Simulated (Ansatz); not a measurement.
**r2SCAN/cc-pVTZ run of SiH4 (silane)**

What is the energy change on altering one bond length of SiH4 (silane) at r2SCAN/cc-pVTZ? 

The calculation is run with Ansatz 0.2.0.

34 further runs of the same task are left out: 34 set aside as unsound or not needed.

### 1 The system as given

SiH4: 5 atoms, total charge 0, spin state singlet. SMILES: `[SiH4]`. The coordinates come from a PBE0-D4/def2-TZVP relaxation.

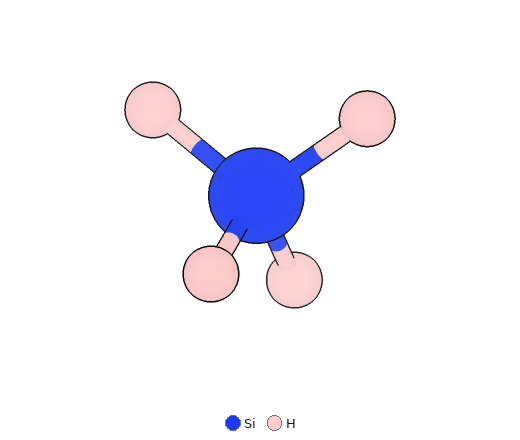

Viewed from a chosen angle; silicon blue, hydrogen pink.

### 2 A single-point energy at r2SCAN/cc-pVTZ

The input, molecule.yaml:

```yaml
crystal:
  periodic: [false, false, false]
  atoms:
    - symbol: Si
      position_ang: [-0.000000, 0.000000, -0.000100]
    - symbol: H
      position_ang: [0.967600, -0.688400, 0.890900]
    - symbol: H
      position_ang: [-1.331000, 0.044900, 0.656000]
    - symbol: H
      position_ang: [-0.105100, -0.740300, -1.282600]
    - symbol: H
      position_ang: [0.468500, 1.383800, -0.264200]
basis:
  gaussian:
    orbitals: cc-pVTZ
hamiltonian:
  xc: {name: r2SCAN}
accuracy: high
output:
  orbitals: {seedname: orbitals}
```

Run with:

```console
$ ansatz run molecule.yaml --threads 1 --pin off --max-ram 3480MiB --events-out events.jsonl --progress --plain --runs-dir runs
```

The program printed:

```text
Warning: RAYON_NUM_THREADS=1 ignored (pool sized by the plan → 1); use --threads N
Functional definition: r2SCAN
  name "r2SCAN"
  parameter k0 = 0.174
  parameter k1 = 0.065
  parameter a1 = 4.9479
  exchange = r2scan_x(k0 = k0, k1 = k1, a1 = a1)
  correlation = r2scan_c
1521 factors; integrals over basis functions are off by at most 3.1e-9 eV
mean field evaluation 1: about -7941.3566 eV, gradient 1.1e1 eV
mean field evaluation 2: about -7941.7283 eV, gradient 5.4e0 eV
mean field evaluation 4: about -7941.8200 eV, gradient 5.3e-2 eV
mean field evaluation 8: about -7941.8156 eV, gradient 2.0e-3 eV
mean field evaluation 16: about -7941.8156 eV, gradient 2.6e-8 eV
mean field -7941.81562921 eV, -291.8563412175 hartree, gradient 2.6e-8 eV, S^2 0.000000; 0 other end points of the search recorded, 0 dependent functions left out
reference -7941.81562996 eV, -291.8563412450 hartree; 9, 9 occupied and 81, 81 virtual orbitals, 1521 factors
Total energy: -7941.81562996 eV, -291.8563412450 hartree
```

It took 5.1 s on 1 thread of Arm Neoverse V1, shared host; peak memory 0.2 GiB.

### 3 The distorted shape

The input, in.yaml:

```yaml
crystal:
  periodic: [false, false, false]
  atoms:
    - {symbol: Si, position_ang: [-0.374786, -1.106999, 0.211172]}
    - {symbol: H, position_ang: [0.592814, -1.795399, 1.102172]}
    - {symbol: H, position_ang: [-1.705786, -1.062099, 0.867272]}
    - {symbol: H, position_ang: [-0.479886, -1.847299, -1.071328]}
    - {symbol: H, position_ang: [0.468500, 1.383800, -0.264200]}
basis:
  gaussian:
    orbitals: cc-pVTZ
magnetization:
  spin_polarized: false
output: {orbitals: {seedname: orbitals}}
accuracy: high
hamiltonian:
  xc: {name: r2SCAN}
```

Run with:

```console
$ ansatz run in.yaml --threads 1 --pin off --max-ram 3480MiB --events-out events.jsonl --progress --plain --runs-dir runs
```

The program printed (excerpt; [...] marks lines left out):

```text
Warning: RAYON_NUM_THREADS=1 ignored (pool sized by the plan → 1); use --threads N
[... 7 set-up lines as earlier in the session ...]
1469 factors; integrals over basis functions are off by at most 3.8e-9 eV
mean field evaluation 1: about -7938.2385 eV, gradient 9.8e0 eV
mean field evaluation 2: about -7938.4739 eV, gradient 4.7e0 eV
mean field evaluation 4: about -7938.5726 eV, gradient 1.3e0 eV
mean field evaluation 8: about -7938.5734 eV, gradient 8.8e-3 eV
mean field evaluation 16: about -7938.5734 eV, gradient 3.4e-7 eV
mean field -7938.57342099 eV, -291.7371922631 hartree, gradient 6.2e-8 eV, S^2 0.000000; 0 other end points of the search recorded, 0 dependent functions left out
reference -7938.57342179 eV, -291.7371922924 hartree; 9, 9 occupied and 81, 81 virtual orbitals, 1469 factors
Total energy: -7938.57342179 eV, -291.7371922924 hartree
```

It took 5.4 s on 1 thread of Arm Neoverse V1, shared host; peak memory 0.19 GiB.

### 4 What came out

Level: r2SCAN/cc-pVTZ.

| quantity | value |
| --- | --- |
| first shape: total energy | -291.85634 Eh |
| first shape: HOMO energy | -8.87 eV |
| first shape: LUMO energy | 0.77 eV |
| first shape: HOMO–LUMO gap | 9.64 eV |
| distorted shape: total energy | -291.73719 Eh |
| distorted shape: HOMO energy | -6.61 eV |
| distorted shape: LUMO energy | -3.56 eV |
| distorted shape: HOMO–LUMO gap | 3.05 eV |
| energy change with the Si1–H5 bond stretched from 1.485 to 2.672 Å | 3.242 eV |

One bond (distorted shape) is far stretched, which a spin-restricted single reference describes badly; a broken-symmetry solution may lie lower. With the Si1–H5 bond stretched from 1.485 to 2.672 Å the energy rises by 3.24 eV (75 kcal/mol). The first shape isn't relaxed at this level, so the change isn't measured from a minimum. A restricted reference can't describe the breaking bond well at this length.
